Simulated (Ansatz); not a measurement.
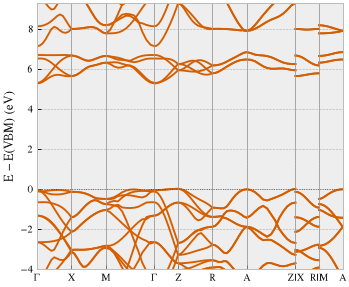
Figure: Band structure from the program Ansatz at the r²SCAN level (PAW)

Q: Read off the gap and where the band edges lie.

A: About 5.3 eV (5.27 eV by a search for the band edges); maximum at Z, minimum at Γ.

The material is HfO2 in space group P4_2/nmc (No. 137; Hf on 2a, O on 4d).

This is a known high-temperature phase of the composition, computed here at zero pressure and temperature. Symmetry was held in the r²SCAN relaxation; its stability against distortions is not shown here. No spin polarisation was allowed. Scalar-relativistic: spin–orbit coupling is off unless named, which matters more the heavier the elements.

Potentials: the later of the program's two PAW sets.
